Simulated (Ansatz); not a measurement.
The relaxed structure here is a generated cell of CuI: the first start was made by placing the elements on the sites of a structure type, and the end was not matched to a known phase here, so it may be hypothetical. Known forms of CuI include space group No. 216.

A relaxed structure of CuI. Computed with r2SCAN (plane waves to 500 eV, PAW, scalar-relativistic; Ansatz, an electronic-structure program).

P4₂/mmc (No. 131), tP4, AFLOW prototype AB_tP4_131_c_e (B17, as in PtS); a = b = 4.523 Å, c = 5.479 Å, α = β = γ = 90.00°.

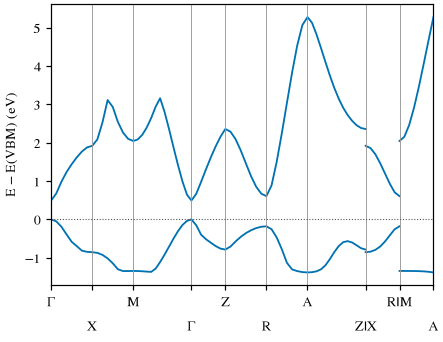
Figure. Highest filled and lowest empty band along the path of this cell's Brillouin zone

Q: Read off the gap and say whether it is direct.

A: 0.49 eV, direct at Γ (no spin-orbit coupling).

Q: How far does the top valence band disperse along this path?

A: About 1.4 eV.

No spin polarisation in the result. Without spin-orbit coupling the bands of the heavy element are not split, so the gap can be far off.

The run could not lower the symmetry of its start; a shaken copy of this end point relaxes with r2SCAN to Ama2 (No. 40), 4 meV/atom lower.
